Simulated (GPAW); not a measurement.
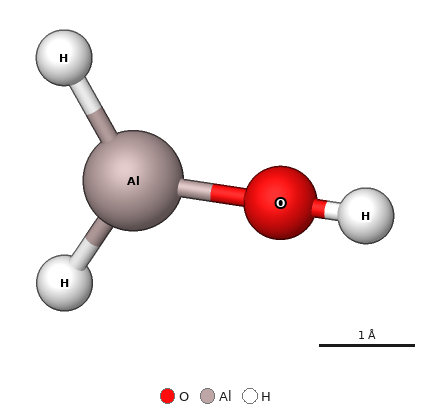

Fig. 1: The structure as given in the input (ball-and-stick view, seen at a tilt). Sticks mark near contacts.

## Property calculation, with input and output: AlH₃O

The run: property calculation of AlH₃O. Method and program: PBE/real-space grid, scalar-relativistic datasets (GPAW 26.7.0).

The geometry comes from this level: GFN2-xTB.

Log:
```
__  _  _
 | _ |_)|_||  |
 |__||  | ||/\| - 26.7.0

units:  Angstrom and eV
cores:  1
OpenMP: False

Versions:
  Python: 3.12.14
  ASE:    3.29.0
  Numpy:  2.5.5
  Scipy:  1.18.1
  Libxc:  7.0.0

        _gpaw.cpython-312-aarch64-linux-gnu.so

Input parameters:
  mode=FD(),
  h=0.18,
  maxiter=150,
  xc=XC(name='PBE')

Diagonalizing LCAO Hamiltonian
Converting LCAO to fd mode
         .--------------------------.
        /|                          |
       / |                          |
      /  |                          |
     /   |                          |
    /    |                          |
   /     |                          |
  /      |                          |
 *       |                          |
 |       |          H               |
 |       |                          |
 |       |        AOH               |
 |       |      H                   |
 |       |                          |
 |       .--------------------------.
 |      /                          /
 |     /                          /
 |    /                          /
 |   /                          /
 |  /                          /
 | /                          /
 |/                          /
 *--------------------------*

Atoms  # Å, Bohr magnetons
|   | symbol |        x |        y |        z |    initial magnetic moments |
|---|--------|----------|----------|----------|-----------------------------|
| 0 |      O | 6.113010 | 5.225430 | 6.487460 | ( 0.0000,  0.0000,  0.0000) |
| 1 |     Al | 5.416900 | 6.476970 | 5.697690 | ( 0.0000,  0.0000,  0.0000) |
| 2 |      H | 6.517240 | 4.500000 | 6.945240 | ( 0.0000,  0.0000,  0.0000) |
| 3 |      H | 4.500000 | 6.214000 | 4.500000 | ( 0.0000,  0.0000,  0.0000) |
| 4 |      H | 5.683660 | 7.913400 | 6.156210 | ( 0.0000,  0.0000,  0.0000) |

Unit cell  # Å
| periodic |         x |         y |         z |   lengths |    angles |
|----------|-----------|-----------|-----------|-----------|-----------|
|       no | 11.017240 |  0.000000 |  0.000000 | 11.017240 | 90.000000 |
|       no |  0.000000 | 12.413400 |  0.000000 | 12.413400 | 90.000000 |
|       no |  0.000000 |  0.000000 | 11.445240 | 11.445240 | 90.000000 |

Number of symmetries: 1
Symmetry operations  # r_c * U_cc + t_c -> r_c
|   | kind |            matrix            |
|---|------|------------------------------|
| 0 |  E   |  1, 0, 0,  0, 1, 0,  0, 0, 1 |

BZ-sampling:
  Number of BZ points: 1
  Number of IBZ points: 1

  Monkhorst-Pack size: [1, 1, 1]
  Monkhorst-Pack shift: [0, 0, 0]

K-points  # in reciprocal-cell coordinates
|   |                                coordinates |     weight |
|---|--------------------------------------------|------------|
| 0 | (  0.00000000,   0.00000000,   0.00000000) | 1.00000000 |

Uniform wave function grid shape: (np.int64(59), np.int64(67), np.int64(63))
Spin-components: 1 (collinear spins)
Bands:           11
Projectors:      19
Spin-degeneracy: 2
Datatype:        float64

  Storage: CPU
  Wave functions: 21_915_432 bytes (21_915_432 per core)

Parallelization:
  kpt:    1
  domain: 1
  band:   1

Density:
  Valence electrons: 12.0
  Components: 1
  Grid points: [60 68 64]
  Charge: 0.0  # |e|

Potential:
  Grid points: [60 68 64]

species:
  O:
    name:    Oxygen
    Z:       8.0
    valence: 6
    core:    2
    charge:  0.0  # [|e|]
    file:    O.PBE.gz
    compensation charges:
      type: gauss
      rc: 0.21  # [Å]
      lmax: 2
    cutoffs:
      filter: 1.17  # [Å]
      core: 0.83  # [Å]
    projectors
    | kind |    occ | energy [eV] | rcut [Å] |
    |------|--------|-------------|----------|
    |   2s |  2.000 |     -23.961 |    0.688 |
    |   2p |  4.000 |      -9.029 |    0.598 |
    |    s |        |       3.251 |    0.688 |
    |    p |        |      18.182 |    0.598 |
    |    d |        |       0.000 |    0.619 |

    Using partial waves for O as LCAO basis

  Al:
    name:    Aluminium
    Z:       13.0
    valence: 3
    core:    10
    charge:  0.0  # [|e|]
    file:    Al.PBE.gz
    compensation charges:
      type: gauss
      rc: 0.34  # [Å]
      lmax: 2
    cutoffs:
      filter: 1.91  # [Å]
      core: 2.36  # [Å]
    projectors
    | kind |    occ | energy [eV] | rcut [Å] |
    |------|--------|-------------|----------|
    |   3s |  2.000 |      -7.753 |    1.085 |
    |   3p |  1.000 |      -2.712 |    1.085 |
    |    s |        |      19.459 |    1.085 |
    |    p |        |      24.499 |    1.085 |
    |    d |        |       0.000 |    1.085 |

    Using partial waves for Al as LCAO basis

  H:
    name:    Hydrogen
    Z:       1.0
    valence: 1
    core:    0
    charge:  0.0  # [|e|]
    file:    H.PBE.gz
    compensation charges:
      type: gauss
      rc: 0.15  # [Å]
      lmax: 2
    cutoffs:
      filter: 0.85  # [Å]
      core: 0.53  # [Å]
    projectors
    | kind |    occ | energy [eV] | rcut [Å] |
    |------|--------|-------------|----------|
    |   1s |  1.000 |      -6.494 |    0.476 |
    |    s |        |      20.717 |    0.476 |
    |    p |        |       0.000 |    0.476 |

    Using partial waves for H as LCAO basis

Reference energy: -8681.746053  # eV

eigensolver:
  PPCG
  Converge bands: occupied
  niter=2

density mixing:
  MSR1-Mixer
  Pratt-step length: 0.05
  Maximum mixing coefficient: 0.75
  Old densities: 10
  SVD Regularization: 0.005
  Good broyden scale: 1.0
  Trust region scale: 1.0
  Backstep threshold: 4.0
  History deletion threshold: 6.0
  Fourier metric: weight=20.0, sigma=0.015

occupation numbers:
  # Zero width

FastPoissonSolver using
    Stencil: 6*3+1=19 point O(h^6) finite-difference Laplacian
    FFT axes: []
    FST axes: [np.int64(0), np.int64(2), np.int64(1)]

xc functional:
  name: PBE with 2 nearest neighbor stencil
interpolation: tri-quintic # 5. degree polynomial

Initialization done in: 1.526 s

convergence criteria:
- Maximum [total energy] change in last 3 cyles: 0.0005 eV / valence electron
- Maximum integral of absolute [dens]ity change: 0.0001 electrons / valence electron
- Maximum integral of absolute [eigenst]ate change: 4e-08 eV^2 / valence electron
maximum number of iterations: 150

SCF iterations
|iter     |     time |      energy | eigst |  dens |
|---------|----------|-------------|-------|-------|
|iter:   1| 00:00:02 |  -24.459848 | +1.05 |       |
|iter:   2| 00:00:03 |  -23.780925 | -0.08 | -0.52 |
|iter:   3| 00:00:04 |  -21.204020 | +0.42 | -0.56 |
|iter:   4| 00:00:05 |  -21.156153 | +0.03 | -1.11 |
|iter:   5| 00:00:06 |  -21.146658 | -1.15 | -1.52 |
|iter:   6| 00:00:07 |  -21.148664 | -1.95 | -1.99 |
|iter:   7| 00:00:08 |  -21.148748c| -3.07 | -2.63 |
|iter:   8| 00:00:09 |  -21.148759c| -3.88 | -3.27 |
|iter:   9| 00:00:10 |  -21.148759c| -4.58 | -3.74 |
|iter:  10| 00:00:11 |  -21.148759c| -5.45 | -4.32c|
|iter:  11| 00:00:12 |  -21.148759c| -6.03 | -4.63c|
|iter:  12| 00:00:13 |  -21.148759c| -6.91 | -5.20c|
|iter:  13| 00:00:13 |  -21.148759c| -7.43c| -5.51c|

Converged in 13 steps
SCF loop duration: 11.642 s (0.896 s/step)
Energy contributions relative to reference atoms: (reference = -8681.746053)

Energy contributions:
  Kinetic:          30.927099
  Coulomb:         -30.954072
  Zero:              0.506168
  External:          0.000000
  Xc:              -21.627953
  Entropy:           0.000000
  Spinorbit:         0.000000
  ----------------------------
  Free energy:     -21.148759
  Extrapolated:    -21.148759

dipole moment: (0.109883, -0.198831, 0.124885)  # |e|*Ang

Fermi level: -4.125
Eigenvalues  # (at kpt = [0.000, 0.000, 0.000])
| band index |      eig [eV] | occ [0-2] |
|------------|---------------|-----------|
|          0 |       -24.280 |     2.000 |
|          1 |       -13.371 |     2.000 |
|          2 |        -9.062 |     2.000 |
|          3 |        -8.070 |     2.000 |
|          4 |        -7.921 |     2.000 |
|          5 |        -6.670 |     2.000 |
|          6 |        -1.580 |     0.000 |
|          7 |        -0.802 |     0.000 |
|          8 |         0.565 |     0.000 |
|          9 |         0.693 |     0.000 |
|         10 |         1.055 |     0.000 |

Gap: 5.090 eV
Transition (v -> c):
  (s=0, k=0, n=5, [0.00, 0.00, 0.00]) -> (s=0, k=0, n=6, [0.00, 0.00, 0.00])
No difference between direct/indirect transitions
vacuum-level: 0.000  # V
Energy = -21.14876 eV

Forces  # eV/Ang
|        x |        y |        z |
|----------|----------|----------|
|  0.43704 | -0.81873 |  0.52819 |  # O    0
| -0.30420 |  0.55956 | -0.34372 |  # Al   1
|  0.16405 | -0.30714 |  0.18927 |  # H    2
| -0.52614 | -0.25205 | -0.69587 |  # H    3
|  0.21255 |  0.81077 |  0.34125 |  # H    4

Force computation time: 0.044  # s
Forces (eV/Ang)
O     0.4370   -0.8187    0.5282
Al   -0.3042    0.5596   -0.3437
H     0.1640   -0.3071    0.1893
H    -0.5261   -0.2520   -0.6959
H     0.2126    0.8108    0.3413
Dipole = 1.245 D
HOMO = -6.670 eV
LUMO = -1.580 eV
Gap                     5.090 eV
```

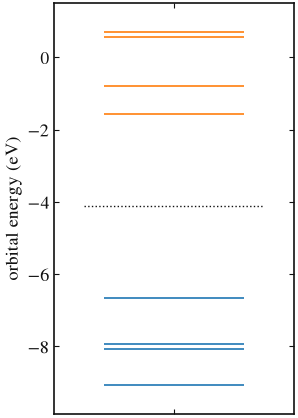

Fig. 2: Orbital energies near the frontier; the dotted line parts filled from empty levels, and levels within 0.02 eV of each other stand side by side. Highest filled −6.67 eV, lowest empty −1.58 eV, 5.09 eV apart.

The run was set up as follows.

Input file (run_sp.py):
```python
import numpy as np
from ase import Atoms
from ase.units import Debye
from gpaw import GPAW

system = Atoms(['O', 'Al', 'H', 'H', 'H'],
    positions=[[  0.466850,  -0.840530,   0.530140],
               [ -0.229260,   0.411010,  -0.259630],
               [  0.871080,  -1.565960,   0.987920],
               [ -1.146160,   0.148040,  -1.457320],
               [  0.037500,   1.847440,   0.198890]])
system.center(vacuum=4.5)

calc = GPAW(mode='fd', h=0.18, xc='PBE', maxiter=150, txt='-')
system.calc = calc

energy = system.get_potential_energy()
print(f'Energy = {energy:.5f} eV')
forces = system.get_forces()
print('Forces (eV/Ang)')
for symbol, f in zip(system.symbols, forces):
    print(f'{symbol:2} {f[0]:9.4f} {f[1]:9.4f} {f[2]:9.4f}')
dipole = system.get_dipole_moment() / Debye
print(f'Dipole = {np.linalg.norm(dipole):.3f} D')
homo, lumo = calc.get_homo_lumo()
print(f'HOMO = {homo:.3f} eV')
print(f'LUMO = {lumo:.3f} eV')
print(f'Gap                     {lumo - homo:.3f} eV')
```

Launched with:
```bash
python3 -u run_sp.py | tee run_sp.out
```

Summary:

- outcome: converged
- energy relative to the program's reference atoms: −21.1488 eV
- largest force: 1.068 eV/Å
- HOMO: −6.67 eV
- LUMO: −1.58 eV
- dipole moment: 1.25 D
- hardware: 1 thread of Arm Neoverse V2, 24 GiB of memory available, shared host
- wall time: 14 s
- peak memory: 0.55 GiB
